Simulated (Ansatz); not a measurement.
Results of PBEsol+SOC (Ansatz, an electronic-structure program, plane waves, PAW) for rock-salt LaS.

Numerical settings: plane-wave cutoff 520 eV, 16×16×16 k mesh, Fermi–Dirac smearing 0.05 eV, PAW data made under PBE.

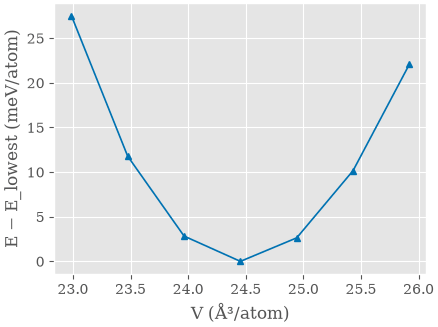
Fig. 1. Total energy against volume

**Question.** From the curve, estimate the equilibrium volume and the bulk modulus.

**Answer.** V0 ≈ 24.5 Å³/atom and B0 ≈ 90 GPa; the fit gives V0 = 24.453 Å³/atom, B0 = 89.5 GPa, B′ = 4.5.

Note: the relaxation could not lower the start's symmetry, so the cell can be a saddle point above a distorted one.

Static lattice: no zero-point or thermal effects.

Cost on a shared machine: about 4 core-minutes (a rough figure).
